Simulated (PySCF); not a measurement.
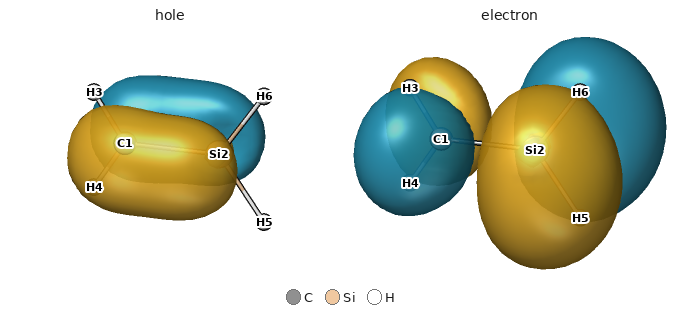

Figure 1: CH4Si, SMILES `C=[SiH2]`. Leading natural transition orbital pair of S₁ (CIS singlet states); the surfaces enclose about 70 % of each orbital's density.

Level of theory: HF/aug-cc-pVDZ (PySCF), at a geometry from GFN2-xTB. No frequency check shows the geometry to be a minimum.

The calculation's input:

```python
import numpy as np
from pyscf import gto, scf, dft, tdscf
from pyscf.scf import atom_ks, atom_hf
from scipy.linalg import block_diag

def solve(mol, dm0=None, hcore=None):
    mf = scf.UHF(mol) if mol.spin else scf.RHF(mol)
    mf = mf.density_fit(auxbasis='def2-universal-jkfit')
    mf.conv_tol, mf.max_cycle = 1e-8, 80
    if hcore is not None:
        mf.get_hcore = lambda *args: hcore
    mf.kernel(dm0)
    if not mf.converged:
        mf = mf.newton().run(mf.mo_coeff, mf.mo_occ, max_cycle=30)
    assert mf.converged, 'SCF not converged'
    return mf

mol = gto.M(atom='''
C      1.18581     0.00001     0.00000
Si    -0.56177     0.00000     0.00000
H      1.76520    -0.90774     0.00000
H      1.76521     0.90769     0.00000
H     -1.39024     1.20021     0.00000
H     -1.39026    -1.20022     0.00000
''', basis='aug-cc-pvdz', charge=0, spin=0, verbose=4)
mf = solve(mol)
td = mf.TDA()
td.nstates, td.singlet, td.conv_tol = 4, True, 1e-5
td.kernel()
td.analyze()
x, y = np.array([p[0] for p in td.xy]), np.array([p[1] + 0 * p[0] for p in td.xy])
f, mu = td.oscillator_strength(), td.transition_dipole()
nto = [td.get_nto(state=i + 1, verbose=4) for i in range(len(td.e))]
# spherically averaged free atoms, for the promolecule
atm = scf.atom_hf.get_atm_nrhf(mol)
pro = block_diag(*[(atm[a[0]][2] * atm[a[0]][3]) @ atm[a[0]][2].T for a in mol._atom])
np.savez('result.npz', e=td.e, f=f, ok=td.converged, w=[n[0] for n in nto], nto=[n[1] for n in nto], x=x, y=y, c=mf.mo_coeff, occ=mf.mo_occ, eps=mf.mo_energy, pro=pro, mu=mu)
```

Command:

```sh
OMP_NUM_THREADS=1 python input.py
```

The run took 11 s on 1 thread of Arm Neoverse V2 (shared host), peak memory 0.17 GiB.

Q: What kind of excitation is it, and where does it lie?

A: 5.23 eV (237 nm), f = 0.395 (bright), π → π*; the leading pair carries 94 %; hole on C1 (48 %) and Si2 (40 %), electron on Si2 (59 %), C1 (24 %) and H5 and H6 (5 % each); their centroids lie 1.0 Å apart. In canonical orbitals it is mainly HOMO → LUMO+1 (76 %). The HOMO–LUMO gap is 9.49 eV.
